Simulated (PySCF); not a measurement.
SMILES C[Si](C)(C)[SiH2]Cl at its GFN2-xTB optimised geometry (Å):

```
17

Si     0.5533    -1.1713     0.0000
Cl     2.5868    -1.1713     0.0000
Si    -0.2589     1.0154     0.0000
C     -2.1683     0.9737     0.0071
C      0.3278     1.9749     1.5470
C      0.3167     1.9740    -1.5517
H      0.1787    -1.9732     1.1694
H      0.1788    -1.9757    -1.1676
H     -2.5502     0.4632     0.8861
H     -2.5868     1.9757     0.0049
H     -2.5573     0.4563    -0.8647
H     -0.0170     1.4988     2.4608
H     -0.0420     2.9968     1.5517
H      1.4124     2.0193     1.5921
H     -0.0421     1.5033    -2.4629
H     -0.0457     2.9986    -1.5494
H      1.4009     2.0110    -1.6094
```

Level of theory: PBE0/def2-SVP (PySCF 2.14.0). Cells within 0.4 Å of a nucleus heavier than hydrogen are left out (blank, or x).

Map of the electron localisation function on the plane z = 0.0 Å:

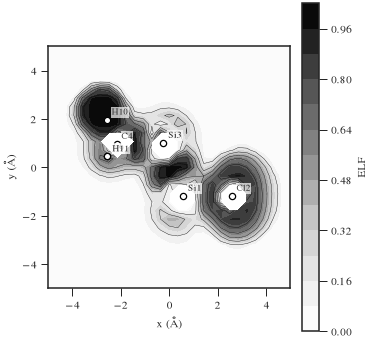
Electron localisation function on the plane z = 0.0 Å.
